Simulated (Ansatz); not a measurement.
# KCr: what the fields show

Input

```
crystal:
  lattice:
    - [5.8258571729, 0.0, 0.0]
    - [0.0, 3.4647445555, 0.0]
    - [0.0, 0.0, 6.947562049]
  atoms:
    - { symbol: K, position: [0.75, 0.0, 0.6675254298] }
    - { symbol: K, position: [0.25, 0.0, 0.3324745702] }
    - { symbol: Cr, position: [0.75, 0.5, 0.1128117249], spin: 4.88 }
    - { symbol: Cr, position: [0.25, 0.5, 0.8871882751], spin: 4.88 }
basis:
  ecutwfc: 420
kpoints:
  mp_grid: { grid: [8, 14, 8] }
hamiltonian:
  xc: pbe
scf:
  occupations: { method: gaussian, width: 0.1 }
output:
  forces: true
  stress: true
  eigenvalues: true
  populations: true
  write_density: true
  write_potential: true
  elf: true
  volumetric_format: npy
magnetization:
  spin_polarized: true
relax:
  adjacent_minimum: "off"
  f_tol: 0.01
  max_steps: 80
  cell: { stress_tol: 0.05 }
```

Command:

```sh
ansatz run input.yaml --threads 1 --pin off --max-ram 2560MiB --backend cpu --events-out ev --progress --plain --runs-dir out
```

Below, planes, directions and counts refer to the conventional cell (a = 5.54 Å, b = 3.53 Å, c = 7.49 Å, α = 90.00°, β = 90.00°, γ = 90.00°).

The fields are those of the run's last geometry, not of the input's.

Space group Pmma; started from the AuCd (B19)_51 prototype, which need not be the ambient phase; the SCF solution may not be the lowest one; the program warned that another magnetic order may lie lower; spin-polarised.

The calculation used DFT PBE, scalar-relativistic, plane waves, PAW (Ansatz 0.2.0).

The density is the valence pseudo-density of a PAW calculation; it isn't the true density close to the nuclei.

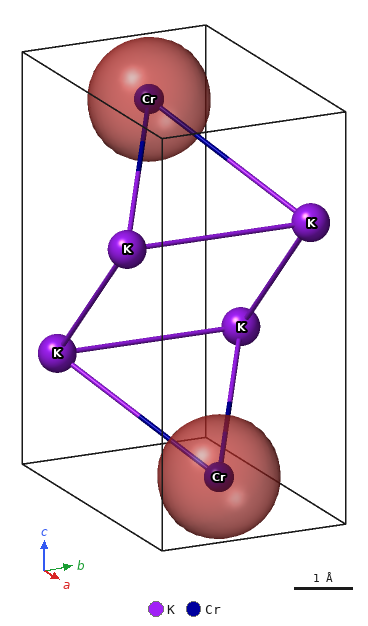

Figure 1. Isosurface of the magnetisation density (up minus down) at +0.15 e/Å³ (red), seen at an oblique angle. Sticks mark near contacts.

Which atoms carry the moments, and with what signs?

The spin density sits on Cr: +4.3 μB (×2) in one cell of 4 atoms: parallel main moments (a ferromagnetic arrangement) in this solution. The cell of the calculation (4 atoms) carries 10.0 μB of net spin moment.

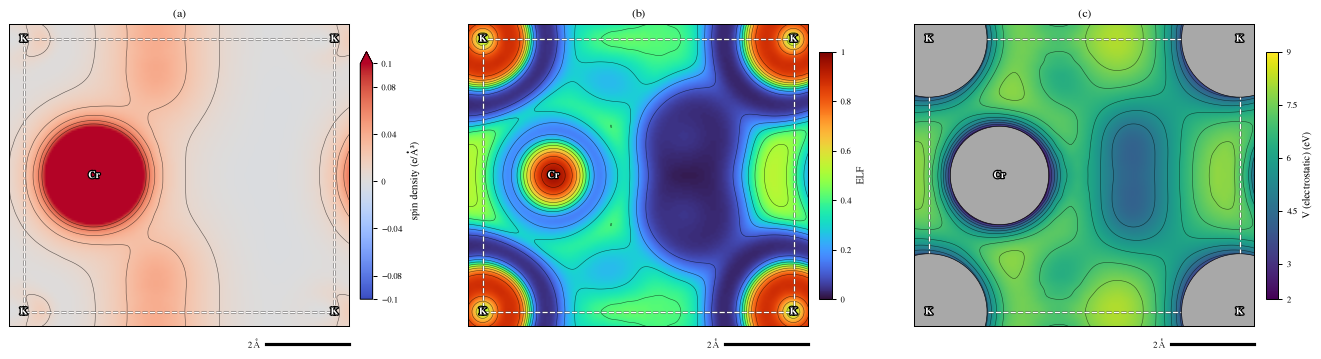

Figure 2. (a) spin density; (b) ELF; (c) electrostatic potential (local pseudopotential plus Hartree) felt by an electron on the (110) plane of the conventional cell. Grey discs cover the atomic cores in the potential map.

What do the fields say about this system?

Atoms in the plane: K and Cr. K–Cr (3.70 Å): the ELF is about 0.20 at the midpoint: no shared electron pair shows on this line. The features right at K and Cr lie inside the PAW spheres, where the map follows smoothed inner orbitals and isn't to be read closely.
